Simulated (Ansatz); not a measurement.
```sh
ansatz run in.yaml --threads 8 --pin off --events-out ev --progress --plain --max-ram 18278MiB
```

```yaml
crystal:
  periodic: [false, false, false]
  atoms:
    - {symbol: Cl, position_ang: [0.654184, 0.004940, 2.587656]}
    - {symbol: B, position_ang: [1.045415, 0.379233, 0.909047]}
    - {symbol: Br, position_ang: [-0.484864, 1.508635, -0.040963]}
    - {symbol: B, position_ang: [-1.010882, -0.364905, -0.895777]}
    - {symbol: Cl, position_ang: [-1.250449, -0.275109, -2.637104]}
    - {symbol: Br, position_ang: [0.818717, -1.307442, -0.365115]}
    - {symbol: H, position_ang: [2.083550, 0.889398, 0.652911]}
    - {symbol: H, position_ang: [-1.855662, -0.834741, -0.210635]}
basis:
  gaussian: {orbitals: def2-TZVPP}
hamiltonian: {xc: hse06, dispersion: d4}
output: {orbitals: {seedname: orbitals}}
```

Describe the molecule in this file.

Formula B2Br2Cl2H2. Its SMILES string is `Cl[B@H-]1[Br+][B@H-](Cl)[Br+]1`. Independent rings (smallest set): 1 of 4 members. Among its groups: B–H bond. This geometry has Cs symmetry. Coordination, clear cases only: 2 Br bent.

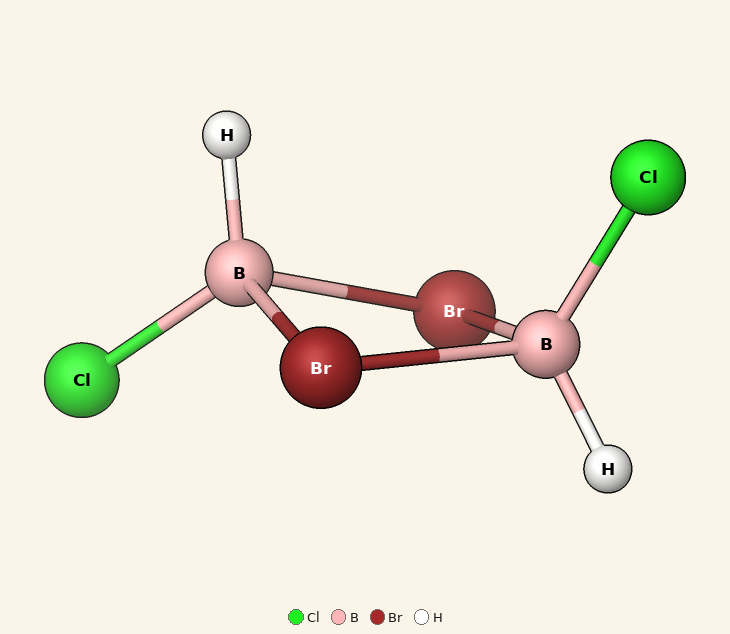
